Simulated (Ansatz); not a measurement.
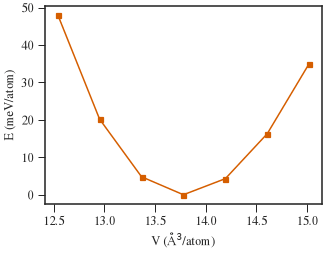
Figure: CaO (rock salt, space group No. 225) under volume change, r²SCAN in the plane-wave PAW code Ansatz, scaled uniformly.

Problem. What does a third-order Birch–Murnaghan fit give for V₀, B₀ and B′?

Solution. V₀ = 13.78 Å³/atom, B₀ = 117 GPa, B′ = 4.3.

Space group Fm-3m (rock salt). The r²SCAN relaxation kept the symmetry of its start; phonons on a q-mesh show no instability.

Potentials: the later of the program's two PAW sets.
